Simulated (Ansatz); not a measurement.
```csv
atom,x (Å),y (Å),z (Å)
Si,0.0467,-0.0230,0.2320
H,-0.2184,-0.2504,1.6900
N,1.7648,0.1775,0.1633
H,2.3572,-0.3330,0.8075
H,2.2338,0.3341,-0.7219
N,-0.5658,1.3758,-0.5688
H,-1.5577,1.4487,-0.7608
H,-0.1494,2.2806,-0.3847
N,-0.7802,-1.3355,-0.5359
H,-0.8334,-2.2365,-0.0757
H,-0.7629,-1.4384,-1.5445
```

The calculation used Ansatz 0.2.0, RKS PBE0/def2-SVP.

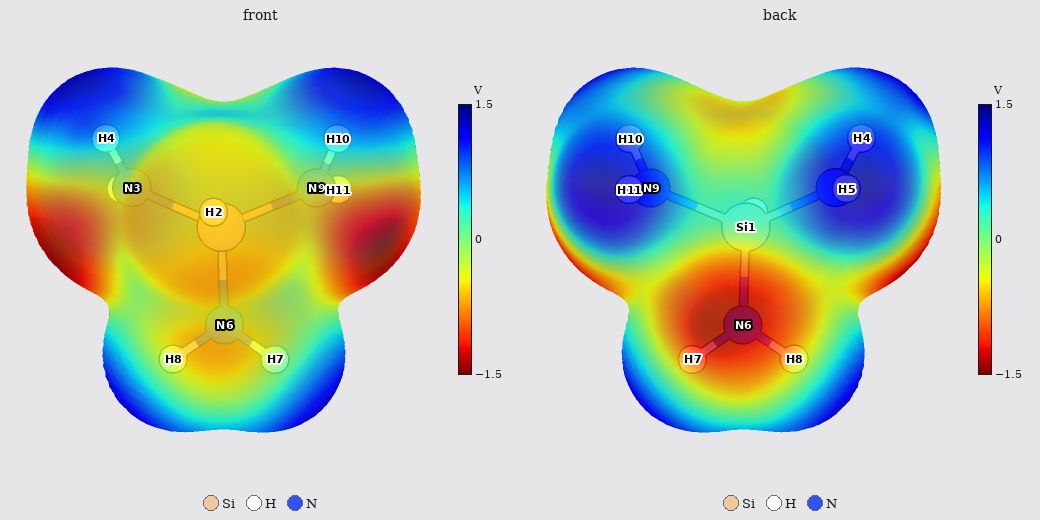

H7N3Si. The molecular electrostatic potential painted on the density surface at 0.002 e/bohr³, seen from the front and from behind; red is negative and blue positive.

**Describe the electrostatic potential map.**

The most negative region (about −1.4 V, or −32 kcal/mol for a unit charge) lies over N3 and N9, the most positive (about +1.3 V, or +30 kcal/mol for a unit charge) over H4, H5, H10 and H11.
